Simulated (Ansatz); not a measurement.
Base system: HfO$_{2}$ (space group P2_1/c, No. 14; a = 5.0965 Å, b = 5.1776 Å, c = 5.2717 Å, α = γ = 90.00°, β = 99.62°).

Now apply this change: a hydrostatic pressure of 22.5 GPa.

The values are results of PBEsol (Ansatz, a quantum-chemistry and plane-wave program), no spin-orbit coupling, earlier PAW set, not measurements.

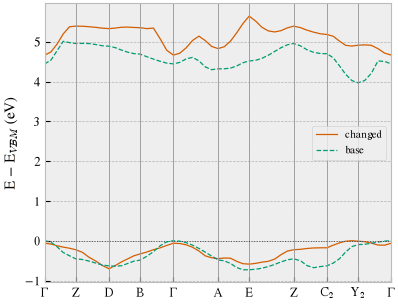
Fig. 1. Highest valence and lowest conduction band along the path, each from its own valence-band maximum

The gap is 4.67 eV, indirect, C₂–Y₂ (80 % along) → Γ; the base has 3.97 eV.

Spin-orbit coupling, missing from the scalar runs, can matter with Hf. Load acts through the strain it causes; cell and atoms are relaxed under it. No phonon test of stability was made. Competing high-pressure phases were not computed.
